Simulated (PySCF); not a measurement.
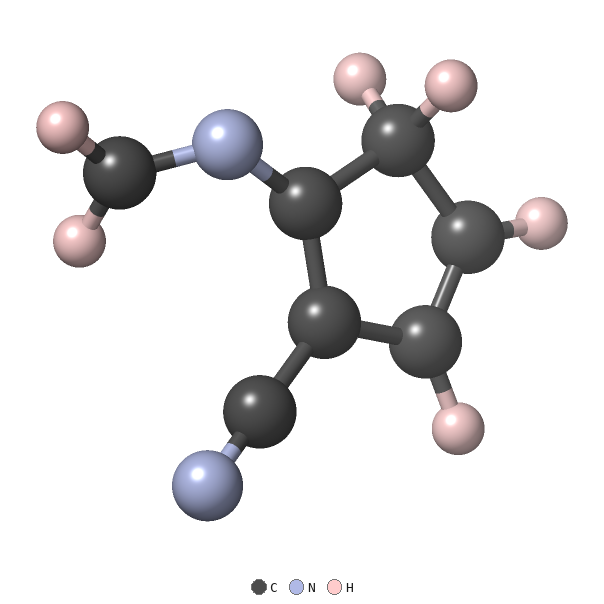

A ball-and-stick model of a molecule.

> What is the molecular formula?

C7H6N2, 15 atoms: 7 carbon, 6 hydrogen and 2 nitrogen.

> Count the bonded pairs by element.

6 C–C, 6 C–H, 3 C–N.

> Does it have rings?

Independent rings (smallest set): 1 of 5 members.

The parts below concern this one geometry. Atoms keep their numbers from picture to picture. Computed geometry: PBE0-D3(BJ)/def2-SVP optimisation. No frequency run is at hand to confirm it as a minimum.

### Shape

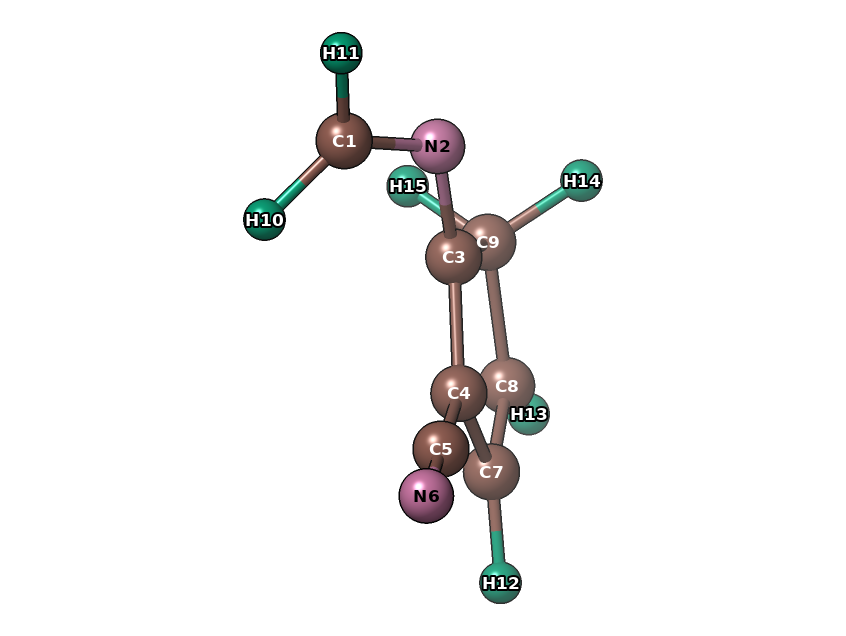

C9 lies behind C3. The molecule seen a little off the C3–C9 bond, C3 in front. Depth is shown by fading: the farther an atom, the more it takes the colour of the background. No frequency run is at hand to confirm it as a minimum.

> What is the torsion angle N2–C3–C9–C8? The sign is positive where the front bond must turn clockwise to cover the back bond.

176°, antiperiplanar (anti).

### Electronic properties

No frequency run is at hand to confirm it as a minimum. Level of theory: CAM-B3LYP/def2-SVPD in tetrahydrofuran (IEF-PCM) (PySCF 2.14.0). Excitations: vertical, linear response.

> What is the brightest of the 6 lowest singlets?

6.31 eV.

> Estimate the dipole moment.

5.22 D.

> Estimate the mean static polarisability.

124.5 bohr³.

> Give the LUMO energy (Kohn–Sham orbital) at this level.

−0.94 eV.

### Ring current

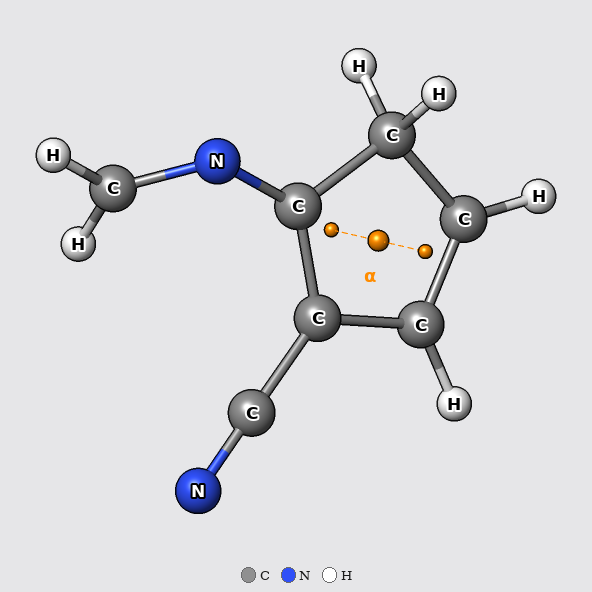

The small points mark where nucleus-independent chemical shifts (NICS) were computed: at the centre of each lettered ring and 1 Å above and below it. No frequency run is at hand to confirm it as a minimum. Method: GIAO PBE0/pcSseg-1 NMR shielding, non-relativistic, IEF-PCM dichloromethane (PySCF 2.14.0).

Give NICS(0), NICS(1) and the out-of-plane component NICS(1)zz for each ring (means of the two sides).

```
ring  members  NICS(0)  NICS(1)  NICS(1)zz
   α       C5     −3.9     −5.2       −9.4
```

Values in ppm.

### Charges

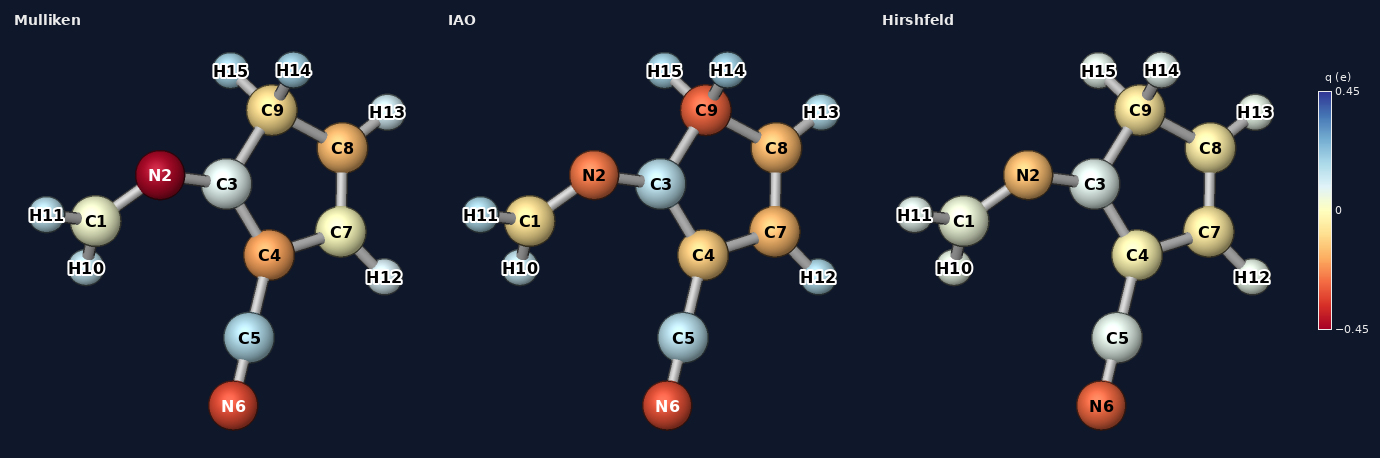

Atomic charges of one calculation by 3 schemes, on one colour scale. No frequency run is at hand to confirm it as a minimum. Computed with PBE0/pcSseg-1 in dichloromethane (IEF-PCM) (PySCF 2.14.0).

> On which atom do the schemes disagree most?

On N2 (from −0.43 to −0.15 e).

List the charges (e), one line for each set of equivalent atoms.

```json
{"atom": "C1", "Mulliken": "0.03", "IAO": "−0.08", "Hirshfeld": "0.04"}
{"atom": "N2", "Mulliken": "−0.43", "IAO": "−0.25", "Hirshfeld": "−0.15"}
{"atom": "C3", "Mulliken": "0.08", "IAO": "0.15", "Hirshfeld": "0.07"}
{"atom": "C4", "Mulliken": "−0.19", "IAO": "−0.12", "Hirshfeld": "−0.02"}
{"atom": "C5", "Mulliken": "0.17", "IAO": "0.16", "Hirshfeld": "0.07"}
{"atom": "N6", "Mulliken": "−0.32", "IAO": "−0.31", "Hirshfeld": "−0.28"}
{"atom": "C7", "Mulliken": "0.00", "IAO": "−0.16", "Hirshfeld": "−0.06"}
{"atom": "C8", "Mulliken": "−0.15", "IAO": "−0.16", "Hirshfeld": "−0.04"}
{"atom": "C9", "Mulliken": "−0.09", "IAO": "−0.28", "Hirshfeld": "−0.06"}
{"atom": "H10", "Mulliken": "0.15", "IAO": "0.14", "Hirshfeld": "0.06"}
{"atom": "H11", "Mulliken": "0.16", "IAO": "0.18", "Hirshfeld": "0.08"}
{"atom": "H12", "Mulliken": "0.10", "IAO": "0.17", "Hirshfeld": "0.07"}
{"atom": "H13", "Mulliken": "0.11", "IAO": "0.17", "Hirshfeld": "0.07"}
{"atom": "H14", "Mulliken": "0.20", "IAO": "0.20", "Hirshfeld": "0.08"}
{"atom": "H15", "Mulliken": "0.19", "IAO": "0.19", "Hirshfeld": "0.07"}
```

Mulliken values depend strongly on the basis set and can even reverse the polarity of a bond.
